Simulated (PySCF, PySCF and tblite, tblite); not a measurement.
# C₄H₁₁ClSi₂: conformers and averaged spectra, part 2 of 2

PySCF and tblite. Atoms count from 0. Earlier steps stand in the parts before.

## 5. Shieldings, conformer 2: PBE0/pcSseg-1

What the job is given:

```
{"job": {"xc": "PBE0", "basis": "pcSseg-1", "kind": "nmr", "pop": false}, "charge": 0, "multiplicity": 1}
Cl     0.110254     1.896790     2.256659
Si     0.238800     1.677885     0.244435
C     -1.390466     0.938956    -0.407711
C     -1.641283    -0.483594     0.105018
Si    -0.233096    -1.684070    -0.341150
C      1.381704    -0.950518     0.349921
C      1.652768     0.468764    -0.161761
H      0.489305     3.002402    -0.331002
H     -1.366489     0.924020    -1.498640
H     -2.231375     1.579683    -0.130457
H     -2.589638    -0.849569    -0.293839
H     -1.759419    -0.451837     1.190228
H     -0.484326    -3.000085     0.257139
H     -0.133835    -1.808756    -1.803866
H      1.331903    -0.929189     1.440653
H      2.227183    -1.593559     0.096822
H      1.796319     0.434538    -1.243071
H      2.592932     0.834455     0.258964
```

Log:

```text
coarse grid: 16040 points
cycle   1  E = -1197.5525163171  dE =  5.425e-01  |g| = 4.891e-01  |ddm| = 3.802e+00
cycle   2  E = -1197.5271774604  dE =  2.534e-02  |g| = 5.825e-01  |ddm| = 9.665e-01
cycle   3  E = -1197.6143401691  dE = -8.716e-02  |g| = 5.215e-02  |ddm| = 5.689e-01
cycle   4  E = -1197.6149604908  dE = -6.203e-04  |g| = 2.176e-02  |ddm| = 8.873e-02
cycle   5  E = -1197.6150689595  dE = -1.085e-04  |g| = 4.010e-03  |ddm| = 3.036e-02
cycle   6  E = -1197.6150731514  dE = -4.192e-06  |g| = 9.952e-04  |ddm| = 6.486e-03
final grid: 139528 points
cycle   7  E = -1197.6545966759  dE = -3.170e-05  |g| = 8.018e-03  |ddm| = 2.304e-02
cycle   8  E = -1197.6545859673  dE =  1.071e-05  |g| = 1.010e-02  |ddm| = 1.555e-02
cycle   9  E = -1197.6546123108  dE = -2.634e-05  |g| = 6.825e-04  |ddm| = 9.363e-03
cycle  10  E = -1197.6546123961  dE = -8.526e-08  |g| = 1.736e-04  |ddm| = 9.736e-04
cycle  11  E = -1197.6546124036  dE = -7.504e-09  |g| = 3.808e-05  |ddm| = 2.598e-04
cycle  12  E = -1197.6546124039  dE = -3.452e-10  |g| = 8.593e-06  |ddm| = 5.563e-05
converged SCF energy = -1197.6546124039

GIAO shielding tensors (ppm)
atom      isotropic    diamagn.    paramagn.     s11        s22        s33       span
  0 Cl    1001.899    1148.960    -147.061    927.373   1029.429   1048.896    121.523
  1 Si     345.578     878.061    -532.483    291.716    356.811    388.207     96.491
  2 C      171.312     252.470     -81.158    167.289    170.019    176.628      9.339
  3 C      181.884     251.585     -69.701    176.328    183.221    186.104      9.775
  4 Si     393.372     880.038    -486.666    368.083    392.286    419.749     51.665
  5 C      181.876     251.583     -69.707    176.292    183.228    186.107      9.816
  6 C      171.301     252.476     -81.174    167.300    169.983    176.622      9.322
  7 H       26.570      28.012      -1.442     22.334     24.653     32.722     10.388
  8 H       30.855      31.513      -0.658     26.805     28.879     36.880     10.076
  9 H       30.263      29.728       0.534     25.570     27.669     37.549     11.978
 10 H       30.626      29.833       0.793     24.782     28.083     39.013     14.231
 11 H       30.514      31.506      -0.992     26.170     30.056     35.316      9.146
 12 H       27.609      29.075      -1.466     24.229     24.889     33.710      9.481
 13 H       27.676      29.583      -1.907     24.467     25.534     33.027      8.559
 14 H       30.514      31.509      -0.995     26.169     30.059     35.315      9.145
 15 H       30.626      29.837       0.789     24.783     28.082     39.013     14.230
 16 H       30.853      31.514      -0.661     26.803     28.879     36.877     10.074
 17 H       30.261      29.729       0.532     25.567     27.666     37.549     11.981
```

It took 22 s on 1 thread of Arm Neoverse V2, shared host; peak memory 0.9 GiB.

This run: HOMO -7.72 eV, LUMO 0.90 eV; dipole 1.48 D.

## 6. Shieldings, conformer 3: PBE0/pcSseg-1

What the job is given:

```
{"job": {"xc": "PBE0", "basis": "pcSseg-1", "kind": "nmr", "pop": false}, "charge": 0, "multiplicity": 1}
Cl    -2.552322     1.443800     1.639918
Si    -1.543760     0.798835    -0.000189
C     -1.275365    -1.080708     0.146504
C     -0.026927    -1.547420    -0.607822
Si     1.581493    -0.826111     0.118274
C      1.214218     0.931770     0.756031
C      0.155858     1.657289    -0.083131
H     -2.349735     1.141671    -1.177274
H     -2.151467    -1.611271    -0.234836
H     -1.184549    -1.365555     1.197200
H     -0.120441    -1.264259    -1.657738
H      0.019583    -2.638014    -0.591933
H      2.051927    -1.655004     1.236143
H      2.600697    -0.782966    -0.939163
H      0.874761     0.887849     1.792719
H      2.134056     1.519954     0.765594
H      0.493374     1.703703    -1.119785
H      0.069840     2.692756     0.255684
```

Log:

```text
coarse grid: 16040 points
cycle   1  E = -1197.5497444801  dE =  5.361e-01  |g| = 4.881e-01  |ddm| = 3.799e+00
cycle   2  E = -1197.5260858503  dE =  2.366e-02  |g| = 5.769e-01  |ddm| = 9.469e-01
cycle   3  E = -1197.6111539762  dE = -8.507e-02  |g| = 5.245e-02  |ddm| = 5.532e-01
cycle   4  E = -1197.6117844594  dE = -6.305e-04  |g| = 2.228e-02  |ddm| = 8.809e-02
cycle   5  E = -1197.6118978849  dE = -1.134e-04  |g| = 3.830e-03  |ddm| = 2.974e-02
cycle   6  E = -1197.6119015713  dE = -3.686e-06  |g| = 1.086e-03  |ddm| = 6.021e-03
final grid: 139528 points
cycle   7  E = -1197.6517292502  dE = -3.275e-05  |g| = 7.805e-03  |ddm| = 2.366e-02
cycle   8  E = -1197.6517193512  dE =  9.899e-06  |g| = 9.791e-03  |ddm| = 1.499e-02
cycle   9  E = -1197.6517440417  dE = -2.469e-05  |g| = 6.706e-04  |ddm| = 8.901e-03
cycle  10  E = -1197.6517441231  dE = -8.142e-08  |g| = 1.856e-04  |ddm| = 9.530e-04
cycle  11  E = -1197.6517441317  dE = -8.607e-09  |g| = 3.767e-05  |ddm| = 2.676e-04
cycle  12  E = -1197.6517441321  dE = -3.442e-10  |g| = 9.125e-06  |ddm| = 5.297e-05
converged SCF energy = -1197.6517441321

GIAO shielding tensors (ppm)
atom      isotropic    diamagn.    paramagn.     s11        s22        s33       span
  0 Cl     979.472    1148.099    -168.627    926.146    980.776   1031.494    105.349
  1 Si     341.608     877.756    -536.148    297.128    353.036    374.660     77.532
  2 C      174.750     252.539     -77.789    161.620    171.753    190.877     29.257
  3 C      185.910     252.035     -66.125    177.196    184.566    195.968     18.772
  4 Si     393.802     879.869    -486.068    360.122    393.743    427.539     67.417
  5 C      186.434     251.972     -65.538    178.016    185.549    195.736     17.720
  6 C      174.581     252.727     -78.146    168.220    174.594    180.928     12.707
  7 H       26.512      28.278      -1.766     22.494     24.819     32.223      9.729
  8 H       30.091      29.631       0.461     24.322     28.848     37.104     12.781
  9 H       30.844      31.557      -0.714     26.921     29.596     36.014      9.093
 10 H       31.116      31.757      -0.641     26.857     28.655     37.836     10.979
 11 H       30.612      29.831       0.782     24.846     28.088     38.904     14.058
 12 H       27.564      29.170      -1.606     24.031     25.124     33.538      9.507
 13 H       27.623      29.174      -1.551     23.920     25.229     33.719      9.799
 14 H       30.671      31.539      -0.868     26.109     29.538     36.366     10.257
 15 H       30.588      29.855       0.733     24.760     28.029     38.975     14.214
 16 H       30.873      31.796      -0.923     26.568     28.882     37.170     10.602
 17 H       30.372      29.877       0.495     25.647     28.119     37.350     11.703
```

Run time: 22 s. Hardware: 1 thread of Arm Neoverse V2, shared host; peak memory 0.89 GiB.

This run: HOMO -7.90 eV, LUMO 0.57 eV; dipole 1.62 D.

## 7. The ensemble: properties at PBE0/pcSseg-1

What the job is given:

```
{"job": {"study": "conf", "smiles": "Cl[SiH]1CC[SiH2]CC1", "search": {"seed": 3733, "n_embed": 60, "ff_keep": 14, "window": 3.0, "nmax": 10, "temps": [200, 250, 298.15, 350, 400], "t_ref": 298.15, "order": 0.0005}, "level": {"nmr": {"xc": "PBE0", "basis": "pcSseg-1"}}, "kind": "conf"}, "charge": 0, "multiplicity": 1}
Cl     0.110254     1.896790     2.256659
Si     0.238800     1.677885     0.244435
C     -1.390466     0.938956    -0.407711
C     -1.641283    -0.483594     0.105018
Si    -0.233096    -1.684070    -0.341150
C      1.381704    -0.950518     0.349921
C      1.652768     0.468764    -0.161761
H      0.489305     3.002402    -0.331002
H     -1.366489     0.924020    -1.498640
H     -2.231375     1.579683    -0.130457
H     -2.589638    -0.849569    -0.293839
H     -1.759419    -0.451837     1.190228
H     -0.484326    -3.000085     0.257139
H     -0.133835    -1.808756    -1.803866
H      1.331903    -0.929189     1.440653
H      2.227183    -1.593559     0.096822
H      1.796319     0.434538    -1.243071
H      2.592932     0.834455     0.258964
```

Log:

```text
conformer  sym    E(xTB)   E(DFT)   G(298.15 K)  weight  dipole/D
    1     Cs      0.000    0.747    0.593   0.2505    1.740
    2     Cs      0.864    0.000    0.000   0.6821    1.475
    3     C1      1.641    2.041    1.372   0.0673    1.622

mean shielding (ppm) by class
class atoms           200 K      250 K   298.15 K      350 K      400 K
  0 Cl 0              996.5    994.421    992.706    991.176    989.972
  1 Si 1             345.38    345.245      345.1    344.941    344.797
  2 C  2,6          171.142    171.153    171.207    171.292    171.384
  3 C  3,5          181.602    181.596    181.651    181.749    181.861
  4 Si 4            393.482    393.524    393.558    393.588    393.612
  5 H  7              26.57      26.57     26.568     26.566     26.565
  6 H  8,16          30.722     30.674     30.637     30.605     30.581
  7 H  9,17          30.322     30.347     30.369     30.389     30.405
  8 H  10,15         30.671      30.69     30.705     30.719      30.73
  9 H  11,14         30.513     30.515     30.518     30.522     30.526
 10 H  12            27.617     27.618     27.619     27.618     27.618
 11 H  13            27.672      27.67     27.668     27.666     27.664
```

It took 79 s on 1 thread of Arm Neoverse V2, shared host. This counts the runs that the step sums up.

The search (ETKDG and KDG, MMFF94s, GFN2-xTB) embedded 60 structures, kept 3 distinct ones after the force field and 3 after xTB; 3 were carried on (window 3.0 kcal/mol at the search's own energies). Energies: PBE0/pcSseg-1 with D3(BJ).

The conformers at 298 K:

| no. | group | mirror pair | ΔE xTB | ΔE DFT | ΔG | weight (%) | μ (D) | A, B, C (GHz) |
| --- | --- | --- | --- | --- | --- | --- | --- | --- |
| 1 | Cs | no | 0.00 | 0.75 | 0.59 | 25.1 | 1.74 | 2.85, 0.88, 0.73 |
| 2 | Cs | no | 0.86 | 0.00 | 0.00 | 68.2 | 1.48 | 2.19, 1.06, 0.93 |
| 3 | C1 | yes | 1.64 | 2.04 | 1.37 | 6.7 | 1.62 | 2.60, 0.93, 0.80 |

Energies in kcal/mol. ΔG holds xTB vibrations and rotation, symmetry numbers and mirror pairs.

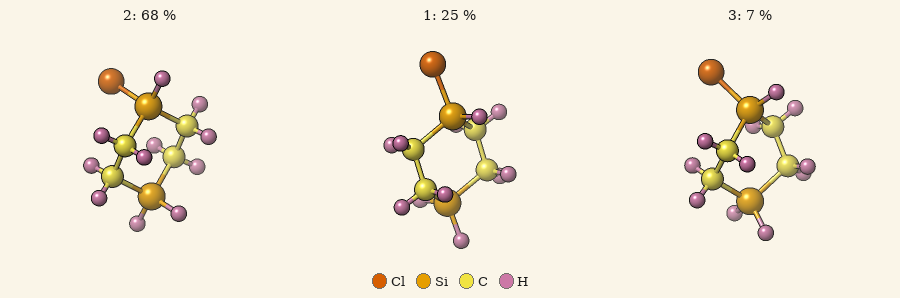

The conformers with their weights.

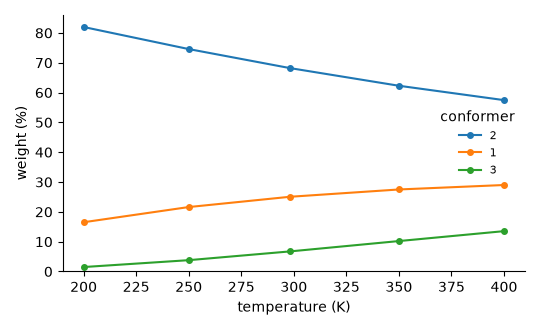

Weights against temperature.

Other ways of weighting, at the same temperature:

| scheme | 2 | 1 | 3 | mean μ (D) |
| --- | --- | --- | --- | --- |
| DFT free energy | 68 | 25 | 7 | 1.55 |
| DFT energy, symmetry counted | 74 | 21 | 5 | 1.54 |
| DFT energy alone | 76 | 22 | 2 | 1.54 |
| xTB energy, symmetry counted | 17 | 74 | 9 | 1.68 |
| xTB free energy | 14 | 75 | 11 | 1.69 |
| lowest conformer only | 100 | 0 | 0 | 1.48 |
| equal weights | 33 | 33 | 33 | 1.61 |
| conformers found from three starts alone | 73 | 27 | 0 | 1.55 |

Shifts against references run at the same level (²⁹Si TMS 349.2, ¹H TMS 31.72, ¹³C TMS 186.9, ³⁵Cl HCl 950 ppm of shielding), by class of atoms, at 298 K:

| atoms | environment | no. 2 | no. 1 | no. 3 | average |
| --- | --- | --- | --- | --- | --- |
| C2, C6 | sp3 CH2 bonded to Si | 15.6 | 16.9 | 12.3 | 15.7 |
| C3, C5 | sp3 CH2 bonded to Si | 5.0 | 7.1 | 0.8 | 5.3 |
| H7 | hydrogen on a silicon bonded to 2 C, Cl, in a 6-membered ring | 5.15 | 5.14 | 5.20 | 5.15 |
| H12 | hydrogen on a silicon bonded to 2 C, in a 6-membered ring | 4.11 | 4.06 | 4.15 | 4.10 |
| H13 | hydrogen on a silicon bonded to 2 C, in a 6-membered ring | 4.04 | 4.06 | 4.09 | 4.05 |
| H9, H17 | hydrogen on an sp3 CH2 bonded to Si | 1.45 | 1.12 | 1.11 | 1.35 |
| H11, H14 | hydrogen on an sp3 CH2 bonded to Si | 1.20 | 1.22 | 1.07 | 1.20 |
| H8, H16 | hydrogen on an sp3 CH2 bonded to Si | 0.86 | 1.63 | 1.23 | 1.08 |
| H10, H15 | hydrogen on an sp3 CH2 bonded to Si | 1.09 | 0.84 | 0.86 | 1.01 |
| Cl0 | chlorine bonded to Si | -52 | -21 | -30 | -43 |
| Si1 | silicon bonded to 2 C, Cl, H, in a 6-membered ring | 3.6 | 4.4 | 7.6 | 4.1 |
| Si4 | silicon bonded to 2 C, 2 H, in a 6-membered ring | -44.2 | -44.8 | -44.6 | -44.4 |

Effective distances for nuclear Overhauser effects, ⟨r⁻⁶⟩^(−1/6) over all pairs of two classes (Å): H8···H9 1.96; H10···H11 1.96; H12···H13 2.41; H8···H10 2.76; H9···H11 2.76; H9···H10 2.86; H11···H12 3.00; H10···H13 3.01.

## 8. What came out

This closing draws on all 2 parts.

| quantity | value |
| --- | --- |
| conformers | 3; the first in weight is no. 2 (Cs), 68 % at 298 K |
| root-mean-square dipole | 1.56 D |
| averaged ¹³C shifts (PBE0/pcSseg-1) | 15.7, 5.3 ppm |
| averaged ¹H shifts (PBE0/pcSseg-1) | 5.15, 4.10, 4.05, 1.35, 1.20, 1.08, 1.01 ppm |
| averaged ²⁹Si shifts (PBE0/pcSseg-1) | 4.1, -44.4 ppm |

What this shows: At 298 K conformer 2 holds 68 % of the ensemble (82 % at 200 K, 57 % at 400 K). xTB puts no. 1 lowest, DFT no. 2. Among conformers over 5 %, H8, H16 differ by 0.77 ppm, while the average moves by 0.14 ppm from 200 to 400 K.
